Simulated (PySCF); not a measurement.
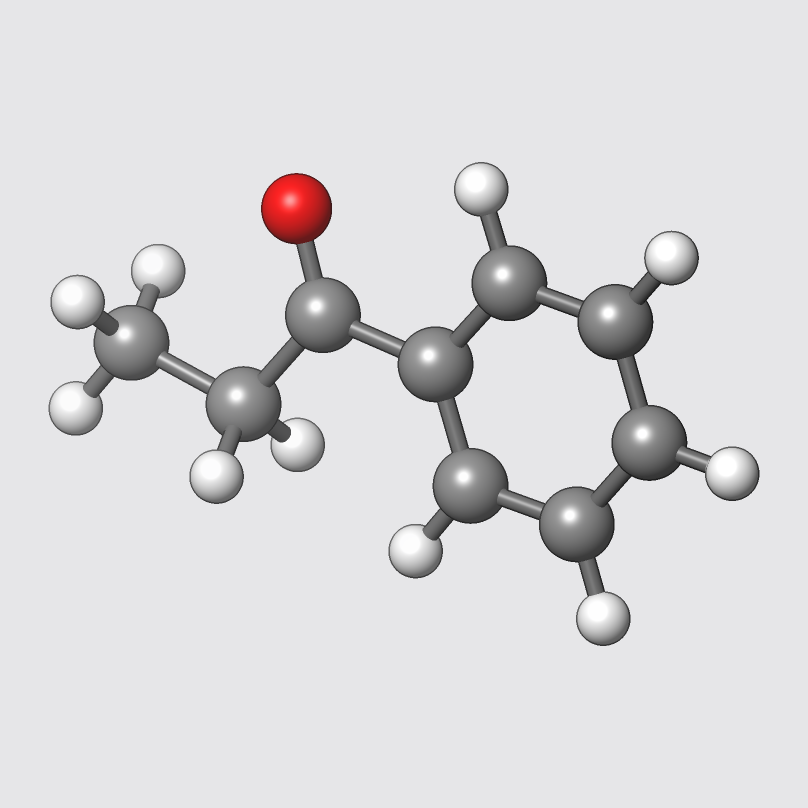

The picture shows a molecular structure as a ball-and-stick model. Colours: carbon grey, oxygen red, hydrogen white.

The computed structure is the end point of a GFN2-xTB optimisation. No frequency run is at hand to confirm it as a minimum.

Question: Which formula does it have?

Answer: C₉H₁₀O, 20 atoms: 9 carbon, 10 hydrogen and 1 oxygen.

Question: Count the bonded pairs by element.

Answer: 10 C–H, 9 C–C, 1 C–O.

Question: What is the point group of this geometry?

Answer: Cs.

Question: Give a SMILES string for it.

Answer: CCC(=O)c1ccccc1

More results for the same structure follow; atom numbers are the same in all pictures, views and colours differ.

### Geometry

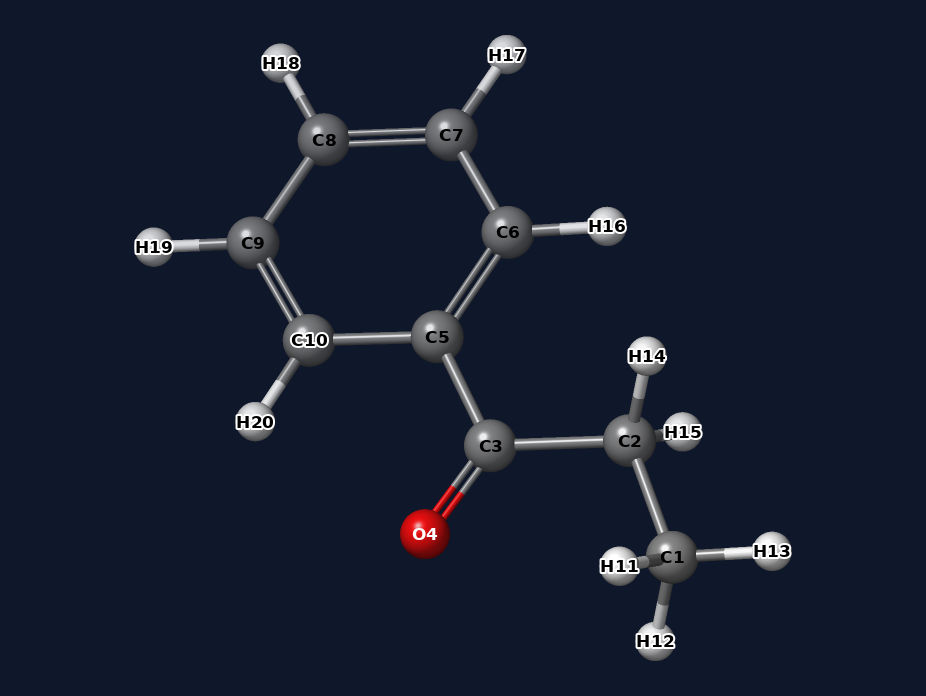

The atoms are numbered. No frequency run is at hand to confirm it as a minimum.

Estimate the angles C1–C2–C3, C2–C1–H13, C3–C5–C6, O4–C3–C5, C5–C6–C7, C6–C5–C10, C6–C7–C8, C7–C6–H16, C7–C8–C9, C7–C8–H18, C8–C9–C10, C9–C10–H20.

```
     angle  degrees
  C1–C2–C3    111.8
 C2–C1–H13    110.5
  C3–C5–C6    123.7
  O4–C3–C5    121.2
  C5–C6–C7    120.2
 C6–C5–C10    118.8
  C6–C7–C8    120.5
 C7–C6–H16    119.0
  C7–C8–C9    119.8
 C7–C8–H18    120.0
 C8–C9–C10    119.8
C9–C10–H20    121.0
```

### NMR shielding

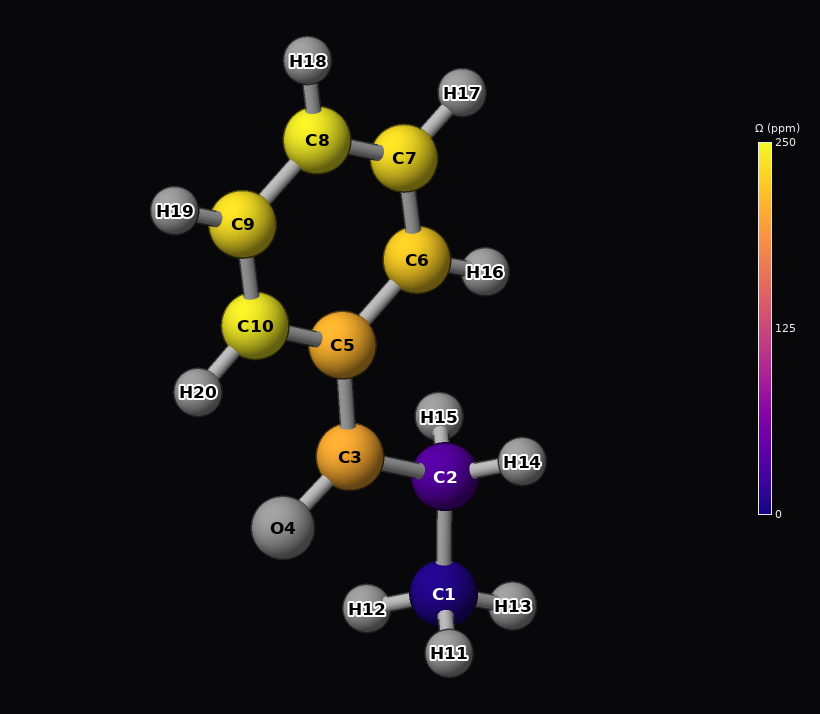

The C atoms are coloured by the span of their shielding tensor. No frequency run is at hand to confirm it as a minimum. Level of theory: GIAO PBE0/pcSseg-1 NMR shielding, non-relativistic, gas phase (PySCF 2.14.0). Principal shieldings σ11 ≤ σ22 ≤ σ33, span Ω = σ33 − σ11, skew κ = 3(σiso − σ22)/Ω.

Give the shielding tensors of the C atoms.

```tsv
atom	σ11	σ22	σ33	σiso	Ω	κ
C1	173.2	175.0	182.8	177.0	9.6	0.63
C2	133.8	149.4	172.1	151.8	38.3	0.19
C3	−105.5	−41.3	97.8	−16.3	203.3	0.37
C5	−45.5	21.8	163.3	46.6	208.8	0.36
C6	−47.7	29.9	177.3	53.1	225.0	0.31
C7	−57.1	40.2	177.8	53.7	235.0	0.17
C8	−65.2	31.4	177.7	48.0	243.0	0.20
C9	−58.0	37.7	177.9	52.5	236.0	0.19
C10	−56.1	22.9	187.0	51.3	243.1	0.35
```

Shieldings and span in ppm.

### Electronic properties

No frequency run is at hand to confirm it as a minimum. Method: PBE0/pcSseg-1, gas phase (PySCF 2.14.0).

Question: Estimate the dipole moment.

Answer: 2.95 D.

Question: Estimate the LUMO energy (Kohn–Sham orbital).

Answer: −1.63 eV.

Question: Give the HOMO energy (Kohn–Sham orbital) at this level.

Answer: −7.37 eV.

### Charges

The questions are on IAO charges. No frequency run is at hand to confirm it as a minimum. Method: PBE0/pcSseg-1, gas phase (PySCF 2.14.0).

Give the IAO charges atom by atom.

```csv
atom,value (e)
C1,−0.41
C2,−0.31
C3,0.37
O4,−0.42
C5,−0.07
C6,−0.14
C7,−0.15
C8,−0.14
C9,−0.15
C10,−0.12
H11,0.15
H12,0.15
H13,0.14
H14,0.15
H15,0.15
H16,0.15
H17,0.16
H18,0.16
H19,0.16
H20,0.17
```
